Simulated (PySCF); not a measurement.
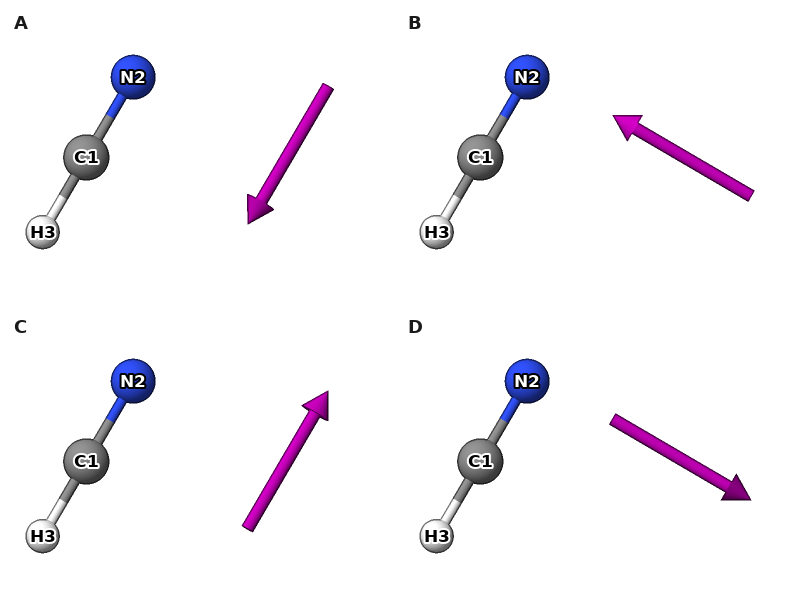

The same molecule four times, each with an arrow. The geometry was computed by an optimisation with GFN2-xTB. No frequency run is at hand to confirm it as a minimum. Properties computed with B3LYP/pcJ-1, gas phase (PySCF 2.14.0).

Question: Which arrow points along the dipole moment, from the negative to the positive end?

Answer: A. The dipole moment is 3.01 D; it points from the side of N2 to the side of H3 (the outermost atoms at the two ends).
